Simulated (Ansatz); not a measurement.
```sh
ansatz run in.yaml --threads 8 --pin off --events-out ev --progress --plain --max-ram 19148MiB
```

```yaml
crystal:
  periodic: [false, false, false]
  atoms:
    - {symbol: Si, position_ang: [-0.679945, -0.580410, -1.312125]}
    - {symbol: Cl, position_ang: [1.594091, -2.648461, 1.287161]}
    - {symbol: H, position_ang: [0.344022, -1.050702, -2.265002]}
    - {symbol: H, position_ang: [-1.660376, -1.627852, -0.966686]}
    - {symbol: Cl, position_ang: [-1.687211, 0.984100, -2.171226]}
    - {symbol: H, position_ang: [1.024490, -1.561865, 0.887607]}
    - {symbol: O, position_ang: [0.054885, -0.058750, 0.053937]}
    - {symbol: Si, position_ang: [0.211749, 1.344191, 0.927306]}
    - {symbol: H, position_ang: [0.858740, 2.383872, 0.092599]}
    - {symbol: H, position_ang: [-1.123049, 1.807222, 1.374816]}
    - {symbol: H, position_ang: [1.062603, 1.008656, 2.091413]}
basis:
  gaussian: {orbitals: def2-SVP}
hamiltonian: {xc: lda}
```

What structure does this define?

It has 11 atoms: 2 chlorine, 6 hydrogen, 1 oxygen and 2 silicon (Cl₂H₆OSi₂). Judged by distances it falls into 2 fragments: ClH5OSi2, HCl. The point group is Cs. Coordination: 2 Si tetrahedral; 1 O bent.

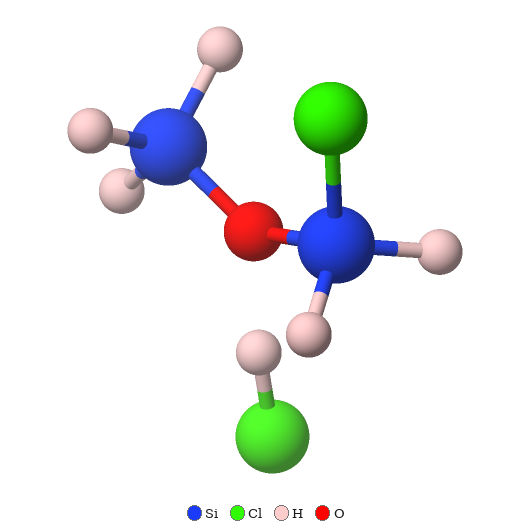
